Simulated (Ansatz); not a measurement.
Run report: WH₂F₄, nudged elastic band

- system: WH₂F₄
- method: RKS PBE/def2-SVP (Ansatz 0.2.0)

It belongs to a series of runs on one base structure; here: band between the two ends. Figures and captions count atoms from 1; the log counts them from 0 in places.

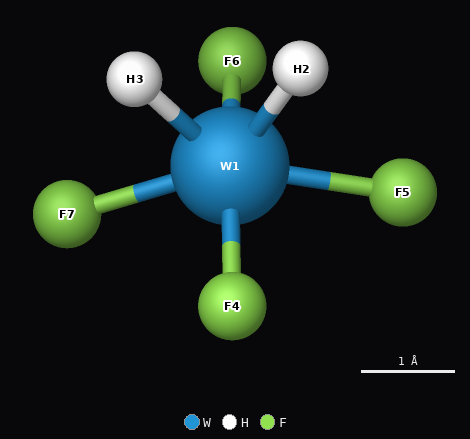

Figure 1. The structure as given in the input (ball-and-stick view, seen at a tilt; atoms are numbered from 1 in the order of the input). Sticks mark near contacts. Bond lengths as drawn: F–W 1.85 to 1.91 Å and H–W 1.70 Å.

## Input file
```yaml
crystal:
  periodic: [false, false, false]
  atoms:
    - { symbol: W, position_ang: [-0.006687, 0.0, -0.006687] }
    - { symbol: H, position_ang: [0.376505, 0.0, 1.646956] }
    - { symbol: H, position_ang: [1.646956, 0.0, 0.376505] }
    - { symbol: F, position_ang: [-0.20256, 1.825113, -0.20256] }
    - { symbol: F, position_ang: [-1.704975, 0.0, 0.863021] }
    - { symbol: F, position_ang: [-0.20256, -1.825113, -0.20256] }
    - { symbol: F, position_ang: [0.863021, 0.0, -1.704975] }
basis:
  gaussian: { orbitals: def2-SVP }
hamiltonian:
  xc: pbe
neb:
  order_check: false
  images: 7
  f_tol: 0.05
  max_iterations: 60
  final_atoms:
    - { symbol: W, position_ang: [-0.81800115, 0.00349224, -0.43189883] }
    - { symbol: H, position_ang: [2.17306776, -0.0027944, 1.74763178] }
    - { symbol: H, position_ang: [2.69261865, -0.01475423, 1.18165093] }
    - { symbol: F, position_ang: [-0.69402074, 1.82262315, -0.13470564] }
    - { symbol: F, position_ang: [-2.61525656, -0.00088356, -0.00503804] }
    - { symbol: F, position_ang: [-0.68227019, -1.81279661, -0.12284235] }
    - { symbol: F, position_ang: [0.71356223, 0.0051134, -1.46509785] }
  initial_path:
    images:
      - { positions_ang: [[-0.006687, 0.0, -0.006687], [0.376505, 0.0, 1.646956], [1.646956, 0.0, 0.376505], [-0.20256, 1.825113, -0.20256], [-1.704975, 0.0, 0.863021], [-0.20256, -1.825113, -0.20256], [0.863021, 0.0, -1.704975]] }
      - { positions_ang: [[-0.00501525, 0.0, -0.00501525], [0.52057875, 0.0, 1.651942], [1.651942, 0.0, 0.52057875], [-0.15192, 1.83133475, -0.15192], [-1.74123125, 0.0, 0.64726575], [-0.15192, -1.83133475, -0.15192], [0.64726575, 0.0, -1.74123125]] }
      - { positions_ang: [[-0.0033435, 0.0, -0.0033435], [0.6646525, 0.0, 1.656928], [1.656928, 0.0, 0.6646525], [-0.10128, 1.8375565, -0.10128], [-1.7774875, 0.0, 0.4315105], [-0.10128, -1.8375565, -0.10128], [0.4315105, 0.0, -1.7774875]] }
      - { positions_ang: [[-0.00167175, 0.0, -0.00167175], [0.80872625, 0.0, 1.661914], [1.661914, 0.0, 0.80872625], [-0.05064, 1.84377825, -0.05064], [-1.81374375, 0.0, 0.21575525], [-0.05064, -1.84377825, -0.05064], [0.21575525, 0.0, -1.81374375]] }
      - { positions_ang: [[0.0, 0.0, 0.0], [0.9528, 0.0, 1.6669], [1.6669, 0.0, 0.9528], [0.0, 1.85, 0.0], [-1.85, 0.0, 0.0], [0.0, -1.85, 0.0], [0.0, 0.0, -1.85]] }
      - { positions_ang: [[-0.20450029, 0.00087306, -0.10797471], [1.25786694, -0.0006986, 1.68708295], [1.92332966, -0.00368856, 1.01001273], [-0.17350519, 1.84315579, -0.03367641], [-2.04131414, -0.00022089, -0.00125951], [-0.17056755, -1.84069915, -0.03071059], [0.17839056, 0.00127835, -1.75377446]] }
      - { positions_ang: [[-0.40900057, 0.00174612, -0.21594942], [1.56293388, -0.0013972, 1.70726589], [2.17975933, -0.00737712, 1.06722547], [-0.34701037, 1.83631158, -0.06735282], [-2.23262828, -0.00044178, -0.00251902], [-0.3411351, -1.8313983, -0.06142117], [0.35678112, 0.0025567, -1.65754893]] }
      - { positions_ang: [[-0.61350086, 0.00261918, -0.32392412], [1.86800082, -0.0020958, 1.72744884], [2.43618899, -0.01106568, 1.1244382], [-0.52051556, 1.82946736, -0.10102923], [-2.42394242, -0.00066267, -0.00377853], [-0.51170264, -1.82209746, -0.09213176], [0.53517167, 0.00383505, -1.56132339]] }
      - { positions_ang: [[-0.81800115, 0.00349224, -0.43189883], [2.17306776, -0.0027944, 1.74763178], [2.69261865, -0.01475423, 1.18165093], [-0.69402074, 1.82262315, -0.13470564], [-2.61525656, -0.00088356, -0.00503804], [-0.68227019, -1.81279661, -0.12284235], [0.71356223, 0.0051134, -1.46509785]] }
```

Hardware: 2 threads of Arm Neoverse V2, 24 GiB of memory available, shared host.

Run as:
```bash
ansatz run input.yaml --threads 2 --pin off --max-ram 3072MiB --backend cpu --events-out ev --progress --plain --runs-dir out
```

## Output
```
Engine: ansatz 0.2.0, aarch64-unknown-linux-gnu
Functional definition: PBE
  parameter kappa = 0.804
  parameter beta = 0.06672455060314922
  exchange = pbe_x(kappa = kappa, mu = beta*pi^2/3)
  correlation = pbe_c(beta = beta)
1015 factors; their error is unknown
mean field evaluation 1: about -12704.4567 eV, gradient 6.7e1 eV
mean field evaluation 2: about -12534.5150 eV, gradient 2.9e2 eV
mean field evaluation 4: about -12711.5600 eV, gradient 2.1e1 eV
mean field evaluation 8: about -12712.3999 eV, gradient 1.3e-1 eV
mean field evaluation 16: about -12712.3397 eV, gradient 1.7e-3 eV
mean field -12712.33965347 eV, -467.1698655317 hartree, gradient 3.3e-5 eV, S^2 0.000000; 0 other end points of the search recorded, 0 dependent functions left out
the calculation of the forces begins
reference -12712.33972294 eV, -467.1698680847 hartree; 26, 26 occupied and 72, 72 virtual orbitals, 1015 factors
1015 factors; their error is unknown
mean field evaluation 32: about -12711.8862 eV, gradient 1.9e-1 eV
mean field -12711.88628938 eV, -467.1532047088 hartree, gradient 1.5e-5 eV, S^2 0.000000; 0 other end points of the search recorded, 0 dependent functions left out
[... from here on the field's lines of each further geometry are left out, up to the last ...]
NEB iter   1: max|band force component| = 1.113e1 eV/Å  barrier→ = 3.6755 eV  barrier← = 3.2221 eV  Δτ_max = 0.2000 Å  (1184 SCF iters)
NEB iter   2: max|band force component| = 1.937e0 eV/Å  barrier→ = 1.9055 eV  barrier← = 1.4522 eV  Δτ_max = 0.2000 Å  (281 SCF iters)
NEB iter   3: max|band force component| = 4.286e0 eV/Å  barrier→ = 1.5122 eV  barrier← = 1.0588 eV  Δτ_max = 0.1007 Å  (267 SCF iters)
NEB iter   4: max|band force component| = 1.902e0 eV/Å  barrier→ = 1.2694 eV  barrier← = 0.8160 eV  Δτ_max = 0.2000 Å  (258 SCF iters)
NEB iter   5: max|band force component| = 1.174e0 eV/Å  barrier→ = 1.0172 eV  barrier← = 0.5639 eV  Δτ_max = 0.1960 Å  (255 SCF iters)
NEB iter   6: max|band force component| = 7.882e-1 eV/Å  barrier→ = 0.9748 eV  barrier← = 0.5215 eV  Δτ_max = 0.2000 Å  (246 SCF iters)
NEB iter   7: max|band force component| = 1.332e0 eV/Å  barrier→ = 1.0193 eV  barrier← = 0.5660 eV  Δτ_max = 0.0996 Å  (240 SCF iters)
NEB iter   8: max|band force component| = 5.651e-1 eV/Å  barrier→ = 0.9982 eV  barrier← = 0.5448 eV  Δτ_max = 0.1953 Å  (225 SCF iters)
NEB iter   9: max|band force component| = 1.182e0 eV/Å  barrier→ = 0.9951 eV  barrier← = 0.5418 eV  Δτ_max = 0.1019 Å  (242 SCF iters)
NEB iter  10: max|band force component| = 7.595e-1 eV/Å  barrier→ = 0.9910 eV  barrier← = 0.5377 eV  Δτ_max = 0.1004 Å  (247 SCF iters)
NEB iter  11: max|band force component| = 3.430e-1 eV/Å  barrier→ = 0.9906 eV  barrier← = 0.5372 eV  CI = image 5  Δτ_max = 0.1981 Å  (248 SCF iters)
NEB iter  12: max|band force component| = 4.628e-1 eV/Å  barrier→ = 0.9943 eV  barrier← = 0.5409 eV  CI = image 5  Δτ_max = 0.1019 Å  (251 SCF iters)
NEB iter  13: max|band force component| = 1.080e0 eV/Å  barrier→ = 0.9938 eV  barrier← = 0.5404 eV  CI = image 5  Δτ_max = 0.0475 Å  (238 SCF iters)
NEB iter  14: max|band force component| = 2.424e-1 eV/Å  barrier→ = 0.9911 eV  barrier← = 0.5377 eV  CI = image 5  Δτ_max = 0.0993 Å  (225 SCF iters)
NEB iter  15: max|band force component| = 2.467e-1 eV/Å  barrier→ = 0.9798 eV  barrier← = 0.5264 eV  CI = image 5  Δτ_max = 0.1004 Å  (240 SCF iters)
NEB iter  16: max|band force component| = 2.969e-1 eV/Å  barrier→ = 0.9604 eV  barrier← = 0.5070 eV  CI = image 5  Δτ_max = 0.0498 Å  (236 SCF iters)
NEB iter  17: max|band force component| = 3.011e-1 eV/Å  barrier→ = 0.9481 eV  barrier← = 0.4947 eV  CI = image 5  Δτ_max = 0.0499 Å  (221 SCF iters)
NEB iter  18: max|band force component| = 3.114e-1 eV/Å  barrier→ = 0.9375 eV  barrier← = 0.4841 eV  CI = image 5  Δτ_max = 0.0996 Å  (219 SCF iters)
NEB iter  19: max|band force component| = 2.341e-1 eV/Å  barrier→ = 0.9265 eV  barrier← = 0.4731 eV  CI = image 5  Δτ_max = 0.0977 Å  (237 SCF iters)
NEB iter  20: max|band force component| = 1.035e-1 eV/Å  barrier→ = 0.9199 eV  barrier← = 0.4665 eV  CI = image 5  Δτ_max = 0.0601 Å  (238 SCF iters)
NEB iter  21: max|band force component| = 2.563e-1 eV/Å  barrier→ = 0.9258 eV  barrier← = 0.4724 eV  CI = image 5  Δτ_max = 0.0301 Å  (221 SCF iters)
NEB iter  22: max|band force component| = 1.495e-1 eV/Å  barrier→ = 0.9213 eV  barrier← = 0.4679 eV  CI = image 5  Δτ_max = 0.0302 Å  (223 SCF iters)
NEB iter  23: max|band force component| = 1.322e-1 eV/Å  barrier→ = 0.9224 eV  barrier← = 0.4691 eV  CI = image 5  Δτ_max = 0.0302 Å  (225 SCF iters)
the calculation of the forces begins
reference -12711.86675864 eV, -467.1524869674 hartree; 26, 26 occupied and 72, 72 virtual orbitals, 1015 factors
1015 factors; their error is unknown
mean field evaluation 1760: about -12704.9230 eV, gradient 6.3e1 eV
mean field -12711.41771738 eV, -467.1359850052 hartree, gradient 5.8e-5 eV, S^2 0.000000; 1 other end points of the search recorded, 0 dependent functions left out
the calculation of the forces begins
reference -12711.41778376 eV, -467.1359874447 hartree; 26, 26 occupied and 72, 72 virtual orbitals, 1015 factors
NEB iter  24: max|band force component| = 3.378e-2 eV/Å  barrier→ = 0.9219 eV  barrier← = 0.4686 eV  CI = image 5  Δτ_max = 0.0000 Å  (454 SCF iters)
```

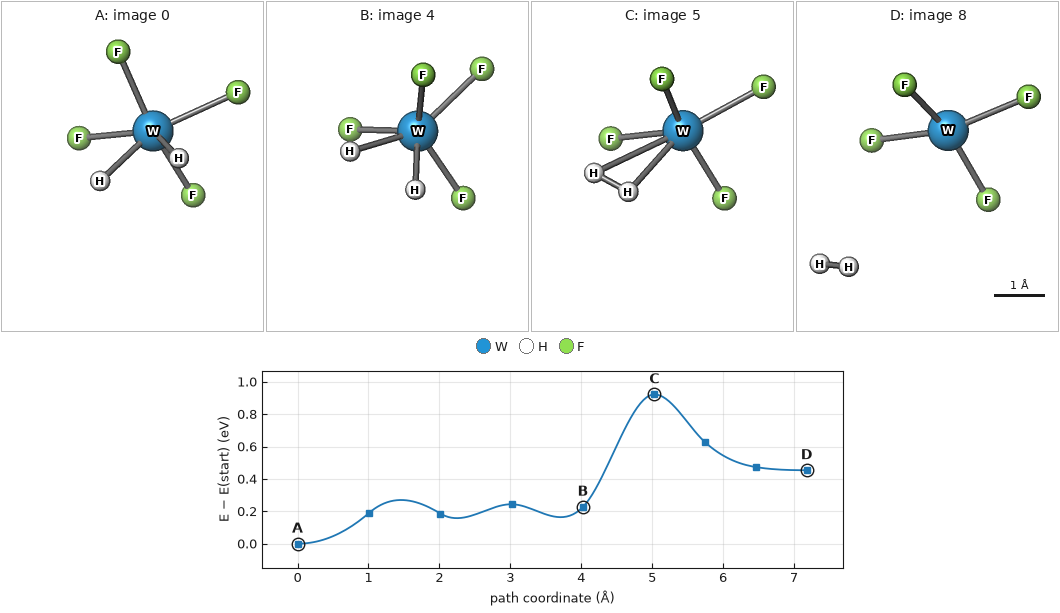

Figure 2. Images of the last band (counted from 0; ball-and-stick, seen at a tilt) above the energy along the path; the line is a cubic interpolation that uses the forces. The highest image is number 5, 0.922 eV above the start and 0.469 eV above the end (the climbing image); the end lies 0.453 eV above the start. A further maximum stands at image 3, 0.244 eV from the start, so the path isn't one elementary step. The path is 7.18 Å long. The band converged in 24 iterations.

```
Total energy: -12711.41778376 eV, -467.1359874447 hartree
Atom 0 at    -0.309876     0.047542    -0.075251 Å, force     0.006810     0.005588     0.008295 eV/Å
Atom 1 at     1.323147    -0.041916     1.122331 Å, force     0.004117    -0.000896    -0.010367 eV/Å
Atom 2 at     1.756704    -0.458426     0.575342 Å, force    -0.001846    -0.004633    -0.007458 eV/Å
Atom 3 at    -0.518005     1.892227     0.082370 Å, force    -0.003335     0.008613    -0.005880 eV/Å
Atom 4 at    -2.169614    -0.064559    -0.015105 Å, force    -0.000498    -0.006777    -0.005833 eV/Å
Atom 5 at    -0.287079    -1.723469     0.498572 Å, force    -0.007397    -0.008621     0.008697 eV/Å
Atom 6 at     0.974424     0.348601    -1.418559 Å, force     0.002149     0.006725     0.012547 eV/Å
Dipole moment:     0.325444    -0.115243     0.158510 e Å
this run last wrote the band of iteration 24 to [file]
```

## The last band as extended XYZ (Å, eV, eV/Å)
```
7
Properties=species:S:1:pos:R:3:forces:R:3 image=0 energy=-12712.33965
W    -0.0067    0.0000   -0.0067   -0.0020   0.0000  -0.0020
H     0.3765    0.0000    1.6470   -0.0068   0.0000  -0.0057
H     1.6470    0.0000    0.3765   -0.0057   0.0000  -0.0068
F    -0.2026    1.8251   -0.2026    0.0030  -0.0120   0.0030
F    -1.7050    0.0000    0.8630    0.0069   0.0000   0.0016
F    -0.2026   -1.8251   -0.2026    0.0030   0.0120   0.0030
F     0.8630    0.0000   -1.7050    0.0016   0.0000   0.0069
7
Properties=species:S:1:pos:R:3:forces:R:3 image=1 energy=-12712.15006
W    -0.0089    0.0234   -0.0272   -0.0018  -0.0115  -0.0330
H     0.6134    0.3168    1.5164   -0.1288   0.0276   0.0253
H     1.6016   -0.4637    0.2671   -0.0038   0.0293   0.0852
F    -0.2031    1.8778    0.1041    0.0225   0.0126  -0.1253
F    -1.8422   -0.1836    0.4184    0.0178   0.0344   0.2807
F    -0.1257   -1.8315    0.2152    0.0175  -0.0668  -0.2272
F     0.7347    0.2608   -1.7244    0.0767  -0.0256  -0.0056
7
Properties=species:S:1:pos:R:3:forces:R:3 image=2 energy=-12712.15364
W    -0.0070    0.0467    0.0462    0.0065   0.0027  -0.0176
H     0.9293    0.2085    1.4554    0.0607  -0.0071  -0.0453
H     1.6062   -0.5413    0.0442   -0.0419  -0.0602  -0.0588
F    -0.2407    1.8480    0.4449   -0.0106  -0.0106   0.0687
F    -1.8783   -0.2336   -0.2252    0.0606  -0.0947  -0.1142
F    -0.1821   -1.6915    0.7060   -0.0635   0.0889   0.1496
F     0.5422    0.3632   -1.7020   -0.0119   0.0811   0.0176
7
Properties=species:S:1:pos:R:3:forces:R:3 image=3 energy=-12712.09605
W    -0.0131    0.0622    0.0474   -0.0374   0.0104  -0.0104
H     1.1405    0.1406    1.3163   -0.0107  -0.0017  -0.0132
H     1.4749   -0.7063   -0.1963    0.0406   0.0333   0.0885
F    -0.2813    1.7630    0.7455   -0.0374   0.0030  -0.0752
F    -1.6739   -0.5598   -0.6610   -0.0481   0.0909   0.1418
F    -0.3689   -1.4191    1.1404    0.0419  -0.0911  -0.1283
F     0.4915    0.7193   -1.6225    0.0510  -0.0449  -0.0031
7
Properties=species:S:1:pos:R:3:forces:R:3 image=4 energy=-12712.11163
W    -0.0178    0.0390    0.0201    0.1334  -0.0255   0.0607
H     1.0047    0.1882    1.3632   -0.1769   0.1329   0.1670
H     1.5877   -0.5771    0.1435   -0.0885  -0.0757  -0.2081
F    -0.3313    1.8303    0.4334    0.1212  -0.0331   0.1584
F    -1.9023   -0.2175   -0.2272    0.1483  -0.0631  -0.1847
F    -0.2387   -1.6890    0.6957    0.0051   0.0492   0.1458
F     0.6674    0.4261   -1.6590   -0.1425   0.0154  -0.1391
7
Properties=species:S:1:pos:R:3:forces:R:3 image=5 energy=-12711.41772
W    -0.3099    0.0475   -0.0753    0.0068   0.0056   0.0083
H     1.3231   -0.0419    1.1223    0.0041  -0.0009  -0.0104
H     1.7567   -0.4584    0.5753   -0.0018  -0.0046  -0.0075
F    -0.5180    1.8922    0.0824   -0.0033   0.0086  -0.0059
F    -2.1696   -0.0646   -0.0151   -0.0005  -0.0068  -0.0058
F    -0.2871   -1.7235    0.4986   -0.0074  -0.0086   0.0087
F     0.9744    0.3486   -1.4186    0.0021   0.0067   0.0125
7
Properties=species:S:1:pos:R:3:forces:R:3 image=6 energy=-12711.71340
W    -0.5546    0.0669   -0.2676   -0.1479   0.0159  -0.1011
H     1.5557   -0.0204    1.2804    0.1432  -0.0155   0.0778
H     2.0937   -0.3954    0.8752    0.1961   0.0118   0.1485
F    -0.6105    1.9030   -0.0579   -0.0355   0.0138  -0.0450
F    -2.3670   -0.0666    0.0425   -0.1155   0.0250   0.0540
F    -0.2711   -1.6773    0.2783   -0.0044   0.0225  -0.1479
F     0.9235    0.1899   -1.3812   -0.0360  -0.0735   0.0137
7
Properties=species:S:1:pos:R:3:forces:R:3 image=7 energy=-12711.86670
W    -0.7048    0.0576   -0.3822   -0.0170   0.0005  -0.0123
H     1.8327   -0.0030    1.5000    0.0317  -0.0031   0.0233
H     2.4611   -0.2954    1.1673    0.0413   0.0069   0.0301
F    -0.7236    1.8969   -0.2089   -0.0099   0.0006  -0.0114
F    -2.4909   -0.0648    0.0699   -0.0139   0.0043   0.0053
F    -0.4014   -1.7041    0.0819   -0.0171  -0.0031  -0.0261
F     0.7966    0.1129   -1.4583   -0.0151  -0.0060  -0.0089
7
Properties=species:S:1:pos:R:3:forces:R:3 image=8 energy=-12711.88629
W    -0.8180    0.0035   -0.4319   -0.0154   0.0002   0.0024
H     2.1731   -0.0028    1.7476   -0.0001  -0.0001   0.0013
H     2.6926   -0.0148    1.1817    0.0036   0.0003  -0.0001
F    -0.6940    1.8226   -0.1347    0.0018  -0.0073   0.0004
F    -2.6153   -0.0009   -0.0050    0.0104   0.0000  -0.0045
F    -0.6823   -1.8128   -0.1228    0.0013   0.0070   0.0002
F     0.7136    0.0051   -1.4651   -0.0014   0.0000   0.0003
```

## Summary

```csv
quantity,value
outcome,converged
"barrier, forward",0.922 eV
"barrier, backward",0.469 eV
wall time,5.1 min (CPU time 10 min)
peak memory,0.19 GiB
```

## Notes

The order of the saddle point was not checked.
